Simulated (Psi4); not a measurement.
# U-wB97X-D3(BJ)/LANL2DZ (core potential, Cartesian functions) run of InF (SMILES [F][In])

Aim: the vertical electron affinity of InF at U-wB97X-D3(BJ)/LANL2DZ (core potential, Cartesian functions), from 2 runs. 

The calculation is run with Psi4 1.11.

4 further runs of the same task are left out: 1 that didn't finish, 3 set aside as unsound or not needed.

## 1. The structure to begin with

The species is InF (2 atoms), meant as a singlet with charge 0. As SMILES, `[F][In]`. The shape comes from GFN2-xTB, which is rough for such elements, and wasn't checked as a minimum.

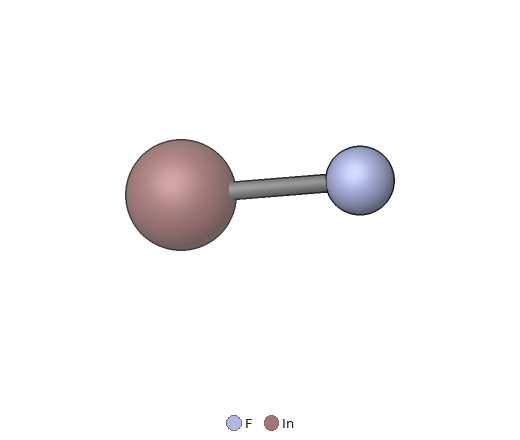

The structure, seen from a chosen angle (fluorine light blue, indium brown).

## 2. Energy and one-electron properties at U-wB97X-D3(BJ)/LANL2DZ (core potential, Cartesian functions)

input.json

```json
{
 "schema_name": "qcschema_input",
 "schema_version": 1,
 "molecule": {
  "schema_name": "qcschema_molecule",
  "schema_version": 2,
  "symbols": ["F", "In"],
  "geometry": [0.0, 0.0, 0.0, 0.0, 0.0, 3.82762137],
  "molecular_charge": 0,
  "molecular_multiplicity": 1
 },
 "driver": "energy",
 "model": {
  "method": "wb97x-d3bj",
  "basis": "LANL2DZ"
 },
 "keywords": {
  "reference": "uks",
  "scf_type": "direct",
  "scf_properties": ["DIPOLE", "QUADRUPOLE"]
 }
}
```

Launch:

```
psi4 --qcschema input.json -n 1 --memory 1600MB
```

stdout, shortened:

```text
[...]
    !!!  WARNING: ECP capability is in beta. Please check occupations closely.  !!!
[...]
  Running in c2v symmetry.
[...]
  Nuclear repulsion =    7.053989250770642
[...]
  Multiplicity = 1
[...]
  Nalpha       = 6
  Nbeta        = 6
[...]
    Number of basis functions: 17
[...]
   @DF-UKS iter   1:  -101.67230185005528   -4.37498e-01   5.05101e-02 ADIIS/DIIS
[...]
   @UKS iter  10:  -101.80527915275840   -1.67546e-11   2.22341e-07 DIIS
[...]
   @S^2 Observed:               -1.776356839E-15
[...]
    Orbital Energies [Eh]
    ---------------------
    Alpha Occupied:
       1A1   -24.660506     2A1    -1.167133     3A1    -0.483385
       1B2    -0.422706     1B1    -0.422706     4A1    -0.351330
    Alpha Virtual:
       2B2     0.001480     2B1     0.001480     5A1     0.076557
       3B1     0.242486     3B2     0.242486     6A1     0.312533
       4B1     1.012506     4B2     1.012506     7A1     1.101550
       8A1     1.708936     9A1    11.413023
    Beta Occupied:
[...]
  @UKS Final Energy:  -101.80527915275840
   => Energetics <=
    Nuclear Repulsion Energy =              7.0539892507706421
    One-Electron Energy =                -157.4278012337831001
    Two-Electron Energy =                  56.3953678852960110
    DFT Exchange-Correlation Energy =      -7.8242577087413121
    Empirical Dispersion Energy =          -0.0025773463006517
    VV10 Nonlocal Energy =                  0.0000000000000000
    Total Energy =                       -101.8052791527584020
[...]
 Multipole Moments:
 ------------------------------------------------------------------------------------
     Multipole            Electronic (a.u.)      Nuclear  (a.u.)        Total (a.u.)
 ------------------------------------------------------------------------------------
 L = 1.  Multiply by 2.5417464519 to convert [e a0] to [Debye]
 Dipole X            :          0.0000000            0.0000000            0.0000000
 Dipole Y            :          0.0000000            0.0000000            0.0000000
 Dipole Z            :         29.2972923          -27.9317181            1.3655741
 Magnitude           :                                                    1.3655741
 L = 2.  Multiply by 1.3450342976 to convert [e a0^2] to [Debye ang]
 Quadrupole XX       :        -10.8841641            0.0000000          -10.8841641
 Quadrupole XY       :          0.0000000            0.0000000            0.0000000
[...]
```

The result, in JSON:

```text
{
 "driver": "energy",
 "model": {
  "method": "wb97x-d3bj",
  "basis": "LANL2DZ"
 },
 "success": true,
 "return_result": -101.8052791527584,
 "properties": {
  "calcinfo_nbasis": 17,
  "calcinfo_nmo": 17,
  "calcinfo_nalpha": 6,
  "calcinfo_nbeta": 6,
  "calcinfo_natom": 2,
  "nuclear_repulsion_energy": 7.053989250770642,
  "return_energy": -101.8052791527584,
  "scf_one_electron_energy": -157.4278012337831,
  "scf_two_electron_energy": 56.39536788529601,
  "scf_xc_energy": -7.824257708741312,
  "scf_dispersion_correction_energy": -0.0025773463006517183,
  "scf_dipole_moment": [0.0, 0.0, 1.3655741425775183],
  "scf_total_energy": -101.8052791527584,
  "scf_iterations": 10
 }
}
```

Wall time 2.9 s (1 thread of Intel Xeon 6975P-C (Granite Rapids), shared host); peak memory 0.23 GiB.

## 3. The doublet anion

fin.py

```python
import psi4

psi4.set_memory('1600 MB')
psi4.set_num_threads(1)
psi4.core.set_output_file('psi4.out', False)

molecule = psi4.geometry("""
-1 2
F      0.00000000     0.00000000     0.00000000
In     0.00000000     0.00000000     3.82762137
units au
""")

psi4.set_options({
    'basis': 'LANL2DZ',
    'reference': 'uks',
    'scf_type': 'direct',
})

result, w = psi4.energy("wb97x-d3bj", molecule=molecule, return_wfn=True)
psi4.oeprop(w, "DIPOLE", "QUADRUPOLE")
print(f'wb97x-d3bj energy: {result:.10f} Eh')
```

Launch:

```
python fin.py
```

psi4.out, shortened:

```text
[...]
    !!!  WARNING: ECP capability is in beta. Please check occupations closely.  !!!
[...]
  Running in c2v symmetry.
[...]
  Nuclear repulsion =    7.053989250770642
[...]
  Multiplicity = 2
[...]
  Nalpha       = 7
  Nbeta        = 6
[...]
    Number of basis functions: 17
[...]
   @DF-UKS iter   1:  -101.66546485972091   -4.30661e-01   5.13650e-02 DIIS/ADIIS
[...]
   @UKS iter  11:  -101.79588852268185   -1.06311e-10   3.88143e-07 DIIS
[...]
   @S^2 Observed:                7.507490764E-01
[...]
    Orbital Energies [Eh]
    ---------------------
    Alpha Occupied:
       1A1   -24.445040     2A1    -0.955199     3A1    -0.272756
       1B2    -0.219550     1B1    -0.215305     4A1    -0.140066
       2B2     0.016845
    Alpha Virtual:
       2B1     0.192792     5A1     0.257019     3B2     0.432400
       3B1     0.437365     6A1     0.519818     4B1     1.210213
       4B2     1.210866     7A1     1.290778     8A1     1.919987
       9A1    11.660470
    Beta Occupied:
[...]
  @UKS Final Energy:  -101.79588852268185
   => Energetics <=
    Nuclear Repulsion Energy =              7.0539892507706421
    One-Electron Energy =                -159.9558395618326472
    Two-Electron Energy =                  59.0093809261109783
    DFT Exchange-Correlation Energy =      -7.9008417914301843
    Empirical Dispersion Energy =          -0.0025773463006517
    VV10 Nonlocal Energy =                  0.0000000000000000
    Total Energy =                       -101.7958885226818495
[...]
 Multipole Moments:
 ------------------------------------------------------------------------------------
     Multipole            Electronic (a.u.)      Nuclear  (a.u.)        Total (a.u.)
 ------------------------------------------------------------------------------------
 L = 1.  Multiply by 2.5417464519 to convert [e a0] to [Debye]
 Dipole X            :          0.0000000            0.0000000            0.0000000
 Dipole Y            :          0.0000000            0.0000000            0.0000000
 Dipole Z            :         28.7788415          -27.9317181            0.8471234
 Magnitude           :                                                    0.8471234
 L = 2.  Multiply by 1.3450342976 to convert [e a0^2] to [Debye ang]
 Quadrupole XX       :        -14.9222386            0.0000000          -14.9222386
 Quadrupole XY       :          0.0000000            0.0000000            0.0000000
[...]
```

The script printed:

```text
wb97x-d3bj energy: -101.7958885227 Eh
```

Run time: 3.3 s. Hardware: 1 thread of Intel Xeon 6975P-C (Granite Rapids), shared host; peak memory 0.23 GiB.

## 4. Outcome

Level: U-wB97X-D3(BJ)/LANL2DZ (core potential, Cartesian functions).

```
                                         quantity          value
                        singlet InF: total energy  -101.80528 Eh
                       singlet InF: dipole moment         3.47 D
                         singlet InF: HOMO energy       -9.56 eV
                         singlet InF: LUMO energy        0.04 eV
                       singlet InF: HOMO–LUMO gap        9.60 eV
                   singlet InF: dispersion energy   -6.77 kJ/mol
                      doublet anion: total energy  -101.79589 Eh
doublet anion: HOMO energy (highest over α and β)        0.46 eV
 doublet anion: LUMO energy (lowest over α and β)        5.25 eV
                 doublet anion: dispersion energy   -6.77 kJ/mol
                              doublet anion: ⟨S²⟩          0.751
vertical electron affinity (to the doublet anion)      -0.256 eV
```

What this shows: The anion lies 0.26 eV (5.9 kcal/mol) above the neutral: the electron isn't bound at this level, and such a value depends on the basis. Without diffuse functions anions come out too high. The HOMO (doublet anion) lies at positive energy, 0.46 eV; only total energies tell whether the electron is bound.
